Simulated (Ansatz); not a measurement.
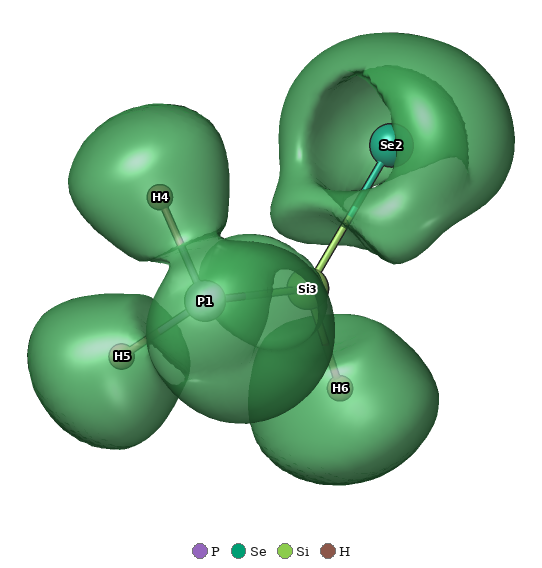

*H₃PSeSi (charge +1, doublet). Isosurface of the electron localisation function at 0.75 (green), seen at an oblique angle. Core shells and regions of very low density are left out.*

Geometry: B3LYP/6-31G*.

These are results of isolated molecule in a Gaussian basis; Kohn-Sham density functional theory, functional PBE0 in Ansatz 0.2.0, not measurements.

| atom | x (Å) | y (Å) | z (Å) |
| --- | --- | --- | --- |
| P | -2.0518 | 0.4215 | -1.4828 |
| Se | 1.4113 | -1.2804 | -0.7801 |
| Si | -0.7026 | -1.3492 | -1.3095 |
| H | -1.0972 | 1.3146 | -2.0342 |
| H | -2.6348 | -0.0053 | -2.7070 |
| H | -1.3110 | -2.6992 | -1.2878 |

> What do the ELF domains correspond to?

The surface consists of one region around a hydrogen nucleus, one region on Se in which the atom's valence shell and bonds are merged and one joined region spread over several atoms (H, P), in which their bonds and any lone pairs are merged. Along the contacts the grid gives the following. Si–Se (2.18 Å): the ELF peaks at about 0.85 between the atoms, as expected for localised, covalent bonding. Si–P (2.23 Å): the ELF peaks at about 0.95 between the atoms: a covalent bond.
